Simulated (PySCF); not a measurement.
## Run report: C$_{4}$H$_{5}$BCl$_{2}$, NMR shielding calculation

The run: NMR shielding calculation of C$_{4}$H$_{5}$BCl$_{2}$, SMILES CC=C=CB(Cl)Cl. Method and program: GIAO PBE0/pcSseg-1 NMR shielding, non-relativistic, gas phase (PySCF 2.14.0).

The geometry comes from this level: PBE0-D3(BJ)/def2-SVP. It belongs to a series of runs on one base structure; here: constitutional isomer. Figures and captions count atoms from 1; the log counts them from 0 in places.

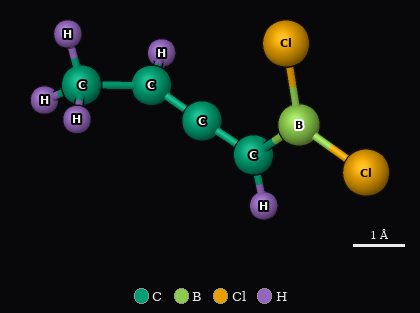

Figure 1. The structure as given in the input (ball-and-stick view, seen at a tilt). Bond lengths as drawn: B–C 1.54 Å, B–Cl 1.75 to 1.76 Å, C–C 1.31 to 1.50 Å and C–H 1.10 Å.

Input
```
{"job": {"kind": "nmr", "xc": "PBE0", "basis": "pcSseg-1"}, "charge": 0, "multiplicity": 1}
C     -1.656197    -0.735457     1.227577
C     -1.033880    -0.708938    -0.136647
C      0.210276    -0.413082    -0.399233
C      1.455743    -0.063655    -0.664901
B      1.840659     1.403249    -0.923806
Cl     0.647141     2.689064    -0.910849
Cl     3.515187     1.822046    -1.247784
H     -2.485793    -0.012760     1.284896
H     -2.074343    -1.731063     1.445904
H     -0.926097    -0.485551     2.008818
H     -1.675237    -0.950828    -0.995429
H      2.231292    -0.840108    -0.695730
```

The first line tells a small driver script what to run in PySCF; the rest is the geometry in Å.

Launch command:
```bash
OMP_NUM_THREADS=1 python <driver script> task.json out
```

Log
```
coarse grid: 11784 points
cycle   1  E = -1100.0617186206  dE =  8.093e-01  |g| = 3.551e-01  |ddm| = 3.421e+00
cycle   2  E = -1100.0599839626  dE =  1.735e-03  |g| = 3.852e-01  |ddm| = 6.658e-01
cycle   3  E = -1100.0964206591  dE = -3.644e-02  |g| = 6.392e-02  |ddm| = 3.677e-01
cycle   4  E = -1100.0972575946  dE = -8.369e-04  |g| = 3.614e-02  |ddm| = 1.051e-01
cycle   5  E = -1100.0975999415  dE = -3.423e-04  |g| = 8.421e-03  |ddm| = 3.990e-02
cycle   6  E = -1100.0976173859  dE = -1.744e-05  |g| = 1.716e-03  |ddm| = 8.592e-03
cycle   7  E = -1100.0976180891  dE = -7.032e-07  |g| = 6.823e-04  |ddm| = 2.388e-03
final grid: 106392 points
cycle   8  E = -1100.1362609700  dE = -2.910e-05  |g| = 6.701e-03  |ddm| = 2.932e-02
cycle   9  E = -1100.1362594572  dE =  1.513e-06  |g| = 6.815e-03  |ddm| = 1.301e-02
cycle  10  E = -1100.1362721569  dE = -1.270e-05  |g| = 8.131e-04  |ddm| = 7.137e-03
cycle  11  E = -1100.1362722674  dE = -1.104e-07  |g| = 3.456e-04  |ddm| = 9.989e-04
cycle  12  E = -1100.1362722977  dE = -3.031e-08  |g| = 7.177e-05  |ddm| = 3.443e-04
cycle  13  E = -1100.1362722989  dE = -1.184e-09  |g| = 2.038e-05  |ddm| = 9.367e-05
cycle  14  E = -1100.1362722990  dE = -1.032e-10  |g| = 5.613e-06  |ddm| = 2.512e-05
```

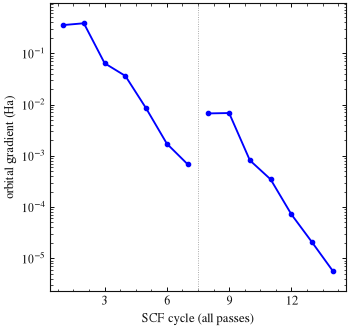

Figure 2. Convergence of the self-consistent field: orbital gradient against the SCF cycle. The dotted line marks the change from a coarse to the final integration grid. The first 7 cycles use a coarse grid, the final grid takes over at cycle 8, and the field converges after 14 cycles in all.

```
converged SCF energy = -1100.1362722990

GIAO shielding tensors (ppm)
atom      isotropic    diamagn.    paramagn.     s11        s22        s33       span
  0 C      169.979     247.908     -77.929    161.944    166.236    181.756     19.812
  1 C       94.814     261.291    -166.477      2.207    122.731    159.505    157.298
  2 C      -53.185     262.574    -315.759    -95.374    -52.211    -11.972     83.402
  3 C       89.853     263.410    -173.556     16.196    101.826    151.537    135.341
  4 B       45.464     190.364    -144.900     13.082     37.945     85.365     72.283
  5 Cl     719.606    1148.241    -428.635    442.335    791.446    925.037    482.702
  6 Cl     684.415    1145.664    -461.249    422.231    756.135    874.878    452.647
  7 H       29.363      28.770       0.594     25.066     27.398     35.626     10.560
  8 H       29.484      27.801       1.684     25.091     26.953     36.409     11.318
  9 H       29.537      30.297      -0.760     25.721     28.860     34.030      8.308
 10 H       25.771      30.440      -4.668     23.135     26.762     27.416      4.282
 11 H       25.571      30.181      -4.610     22.431     25.909     28.373      5.943
```

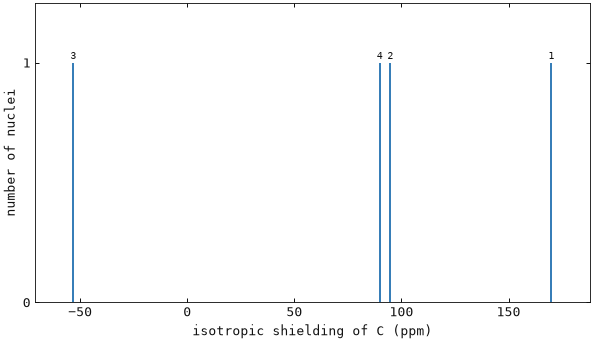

Figure 3. Isotropic shieldings of the carbon nuclei in this fixed geometry, labelled by atom number; shielding grows to the right, so chemical shift grows to the left. The least shielded is C3 (−53.2 ppm), the most shielded C1 (170.0 ppm).

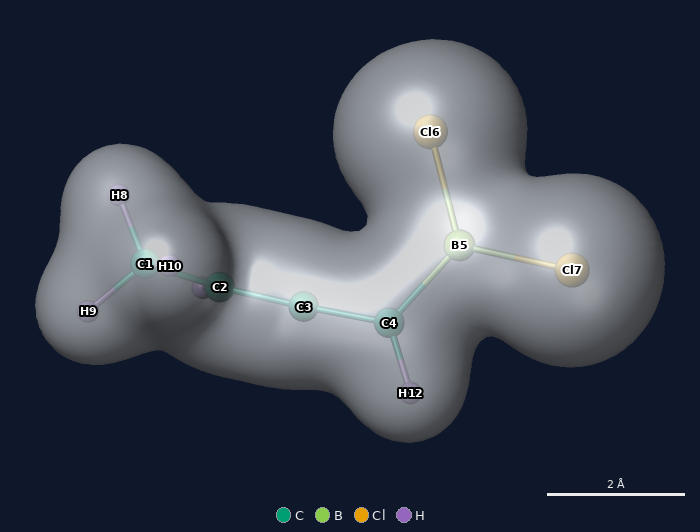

Figure 4. Isosurface of the total electron density at 0.1 e/Å³ (grey), seen face on. At this value the surface is in one piece. On the grid the lowest density along these lines, outside the cores, is 2.3 e/Å³ (C–C, 1.31 Å), 1.3 e/Å³ (C–B, 1.54 Å), 1 e/Å³ (B–Cl, 1.75 Å) and 1.8 e/Å³ (C–H, 1.10 Å).

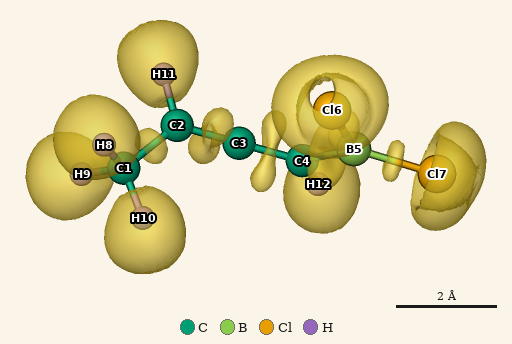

Figure 5. Isosurface of the ELF at 0.85 (yellow), seen from the side. Only the valence region is drawn (cores and ρ < 0.01 e/Å³ removed). Along the contacts the grid gives the following. C–C (1.31 Å): the ELF peaks at about 0.90 between the atoms (a multiple bond by its length, whose ELF region spreads away from the axis).

Key numbers

```tsv
quantity	value
outcome	converged
total energy	−1100.136272 hartree
HOMO	−7.71 eV
LUMO	−1.97 eV
dipole moment	2.92 D
isotropic shielding, C	−53.2 to 170.0 ppm
isotropic shielding, B	45.5 ppm
isotropic shielding, Cl	684.4 to 719.6 ppm
isotropic shielding, H	25.6 to 29.5 ppm
hardware	1 CPU thread, shared host
wall time	17 s
peak memory	0.93 GiB
```
